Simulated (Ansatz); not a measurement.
Ga4N

```
Ga N
1.0
     3.78304    0.00000    0.00000
     0.00000    3.78304    0.00000
     0.00000    0.00000    5.91852
Ga N
4 1
Direct
  0.50000 0.00000 0.26109
  0.00000 0.50000 0.73891
  0.50000 0.00000 0.73891
  0.00000 0.50000 0.26109
  0.00000 0.00000 0.00000
```

Space group P4/mmm; a structure generated by program, which may or may not match a known phase; computed without spin polarisation.

These are results of Ansatz 0.2.0, DFT PBE, scalar-relativistic, plane waves, PAW, not measurements.

Question: What will maps of the valence pseudo-density and electron localisation function show?

Answer: Ga–N (2.44 Å): ρ at the midpoint is about 0.28 e/Å³; the ELF peaks at about 0.80 in the valence shell of N, 0.6 Å from its nucleus, and drops to about 0.20 between the two atoms; no shared electron pair shows on this line.

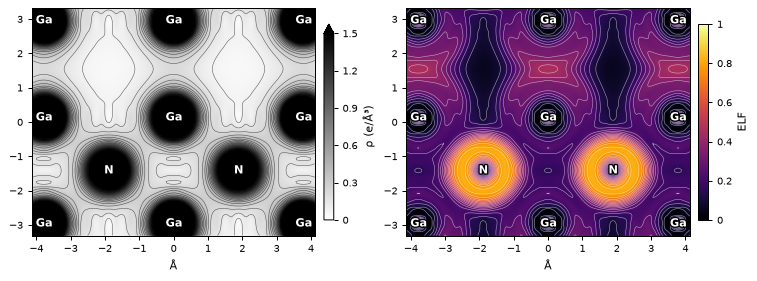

Computed valence pseudo-density and electron localisation function on the (100) plane of the conventional cell, in this order. 

Core electrons are frozen (PAW), and the valence fields are smoothed inside the atomic spheres.
